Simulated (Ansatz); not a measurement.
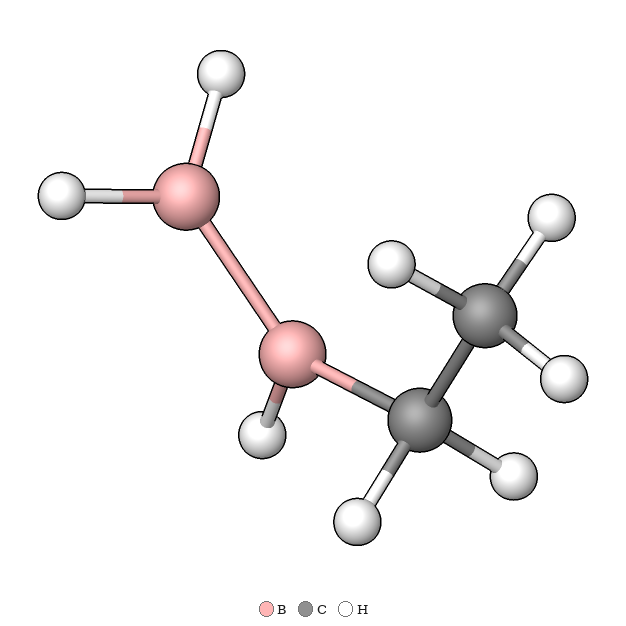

Figure made from data computed with Ansatz.

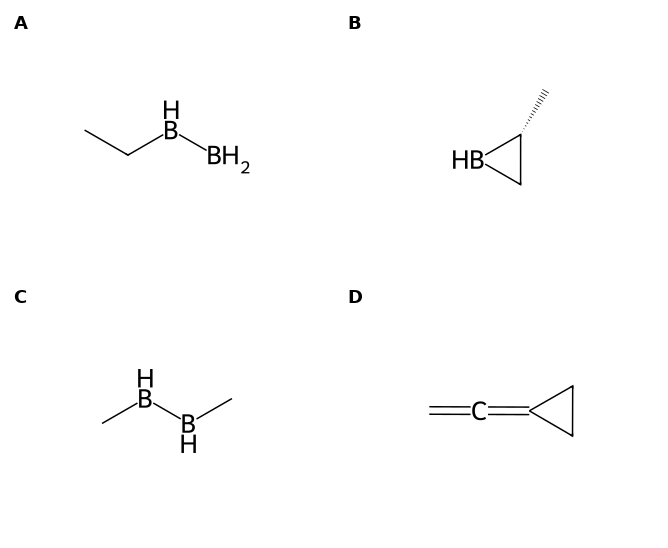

### Which structural formula matches the 3D model?

A, `BBCC`.
